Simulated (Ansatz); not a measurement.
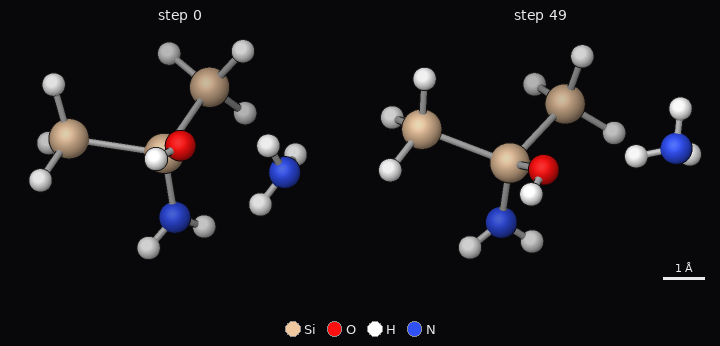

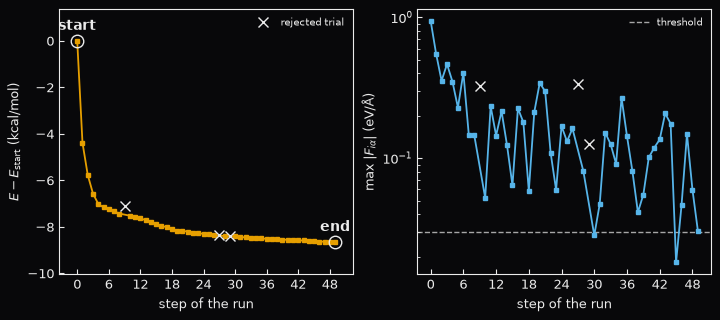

First and last geometry of a relaxation of Si₃N₂H₁₂O, with the history of the run. A ball-and-stick model, seen at a tilt.

The run prepares an end point of a later path (reaction) calculation, from a guessed geometry.

Theory: Ansatz 0.2.0, RHF/def2-SVP.

The input:
```yaml
crystal:
  periodic: [false, false, false]
  atoms:
    - { symbol: Si, position_ang: [-0.126056, -0.058943, 0.010157] }
    - { symbol: O, position_ang: [-0.265394, 0.02019, 1.677872] }
    - { symbol: H, position_ang: [-1.082193, 0.328352, 2.034414] }
    - { symbol: Si, position_ang: [2.154289, 0.047552, -0.608116] }
    - { symbol: H, position_ang: [2.557014, -1.167963, -1.362125] }
    - { symbol: H, position_ang: [2.378313, 1.222056, -1.490745] }
    - { symbol: H, position_ang: [3.026276, 0.181475, 0.582882] }
    - { symbol: Si, position_ang: [-1.27704, 1.871172, -0.781167] }
    - { symbol: H, position_ang: [-2.714097, 1.804663, -0.387416] }
    - { symbol: H, position_ang: [-0.715893, 3.125571, -0.214582] }
    - { symbol: H, position_ang: [-1.216082, 1.958855, -2.263789] }
    - { symbol: "N", position_ang: [-0.899017, -1.411451, -0.738578] }
    - { symbol: H, position_ang: [-1.879711, -1.435741, -0.938609] }
    - { symbol: H, position_ang: [-0.407636, -2.183146, -1.150523] }
    - { symbol: "N", position_ang: [1.184115, -2.443555, 1.383624] }
    - { symbol: H, position_ang: [0.291573, -2.567253, 0.95267] }
    - { symbol: H, position_ang: [1.94293, -2.467424, 0.728544] }
    - { symbol: H, position_ang: [1.19771, -1.608911, 1.973786] }
basis:
  gaussian: { orbitals: def2-SVP }
hamiltonian:
  xc: hf
relax:
  f_tol: 0.03
  max_steps: 50
```

Run as
```bash
ansatz run input.yaml --threads 4 --pin off --max-ram 5120MiB --backend cpu --events-out ev --progress --plain --runs-dir out
```

Question: What do the curves and the structures tell?

Answer: The relaxation stopped without meeting its thresholds, so the last structure isn't shown to be converged. It used up its limit of 50 steps. H17 moves most after the best rigid fit: 2.25 Å. By element the largest moves are H 2.25 Å, N 1.25 Å, O 0.78 Å, Si 0.54 Å. Near-neighbour distances that change, for instance: N15–H18 1.022 → 1.006 Å, Si1–Si8 2.382 → 2.372 Å, N15–H16 0.999 → 1.006 Å, Si1–N12 1.728 → 1.723 Å. Bond angles that change, for instance: H16–N15–H17 113.0° → 106.8°, O2–Si1–Si4 109.8° → 103.7°, Si4–Si1–Si8 110.0° → 114.6°. Groups turn about Si1–Si4 by about 45°, Si1–O2 by about 25°. The energy falls by 8.65 kcal/mol in 46 accepted moves (49 points after the start). Largest force component: 0.94 eV/Å at the start, 0.03 eV/Å at the end. The line search rejected the trial steps at points 9, 27, 29 of the run. The forces were under the threshold at step 30, but the run went on from there. The run took 110 s on 4 threads of Arm Neoverse V1, on a shared host, peak memory 0.46 GiB.

Limits of the set-up: the start holds two separate molecules, 2.2 Å apart at their closest, whose relative position is a soft coordinate and is computed without a dispersion correction; Hartree-Fock leaves out electron correlation.
